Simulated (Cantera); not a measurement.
Charge: 1 mol SiH2Cl2, 0.011 mol C2H4, 5.5 mol H2, a varied amount of CH4, at 1623 K and 110 Pa.

These are equilibrium values from Cantera (NASA tables, ideal gas, pure condensed phases), not measurements of a reactor. Candidate condensed phases: C, C6H6, C7H8, C8H18, Si, SiC; 109 gas species. Mutual solubility and eutectic melting of coexisting phases are not modelled. The tables' values for SiCl3, SiCl are old estimates; treat these amounts as uncertain. The numbers say what is thermodynamically allowed, not how fast it happens.

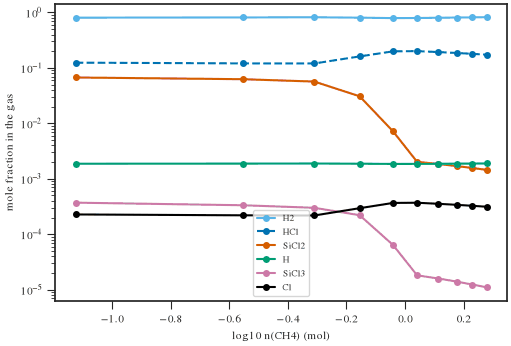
Figure: Equilibrium gas composition (values under 1e-9 drawn at 1e-9)

Q: Read off the mole fractions at 1.9 mol CH4.

A: H2 about 0.82, HCl about 0.17, H about 0.0019, SiCl2 about 0.0014, Cl about 0.00031, SiCl3 about 1.1e-5.
